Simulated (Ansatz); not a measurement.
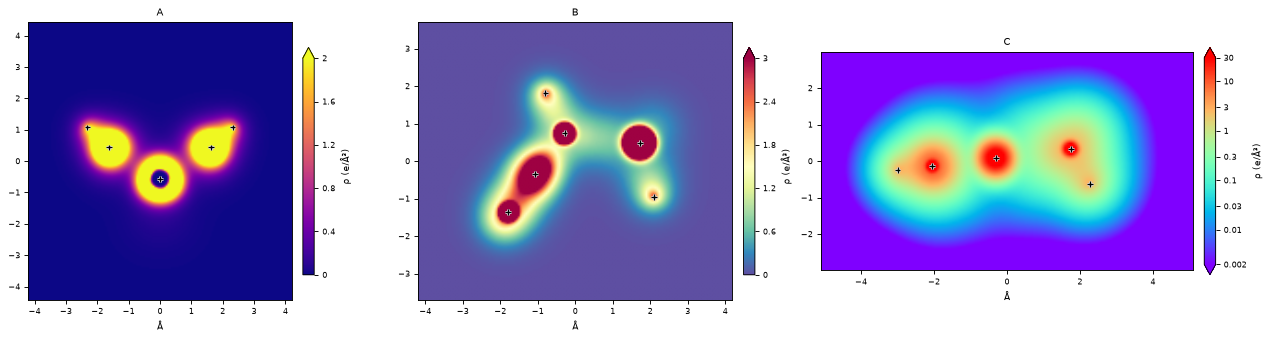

The electron density of 3 systems, each on a plane through atoms (crosses mark nuclei in the plane).

Method: RKS PBE0-D4/def2-TZVPP in Ansatz.

System 1: H4HfO2S2, the plane of atoms O1, Hf2 and O3. Geometry: PBE0-D4/def2-TZVP; core potentials replace the inner electrons of Hf.

```xyz
9

O    -0.9562    0.7814   -1.5645
Hf    0.0663    0.0390   -0.1406
O     1.9215   -0.2125   -0.4850
S    -1.0530   -2.0958    0.3467
S     0.0199    1.4872    1.8465
H    -1.2947    1.2480   -2.3221
H     2.7878   -0.3685   -0.8476
H    -0.1650   -2.3910    1.3152
H    -1.3266    1.5122    1.8513
```

System 2: CH4MgO, the plane of atoms Mg2, C1 and H5. Geometry: PBE0-D4/def2-TZVP.

```
atom    x (Å)    y (Å)    z (Å)
   C  -1.1089   0.6836  -0.3329
  Mg   0.6013  -0.3771   0.1654
   O   2.0571  -1.2795   0.5869
   H  -1.9165   0.0183  -0.6529
   H  -0.9230   1.3857  -1.1513
   H  -1.4836   1.2649   0.5149
   H   2.8348  -1.7639   0.8242
```

System 3: CH6BNSi (SMILES C=NB[SiH3]), the plane of atoms B3, Si4 and H10. Geometry: PBE0-D4/def2-TZVP.

| atom | x (Å) | y (Å) | z (Å) |
| --- | --- | --- | --- |
| C | -0.4517 | 1.9014 | -1.0268 |
| N | -0.5396 | 0.7057 | -0.6967 |
| B | -0.6039 | -0.5817 | -0.3157 |
| Si | 0.7292 | -1.2745 | 1.0298 |
| H | 0.1666 | 2.2120 | -1.8723 |
| H | -0.9914 | 2.6806 | -0.4836 |
| H | -1.4565 | -1.2768 | -0.7916 |
| H | 1.5157 | -2.4023 | 0.4534 |
| H | 0.0291 | -1.7960 | 2.2383 |
| H | 1.6856 | -0.2195 | 1.4680 |

**Which map belongs to which system?**

Panel A is system 1, H4HfO2S2: the plane holds O, Hf and H. Hf–O (1.90 Å): the density is about 0.94 e/Å³ at the midpoint. Panel B is system 3, CH6BNSi: the plane holds C, N, B, Si and H. C–N (1.24 Å): ρ at the midpoint is about 3 e/Å³. Panel C is system 2, CH4MgO: the plane holds C, Mg, O and H. Mg–O (1.76 Å): the density is about 0.61 e/Å³ at the midpoint.
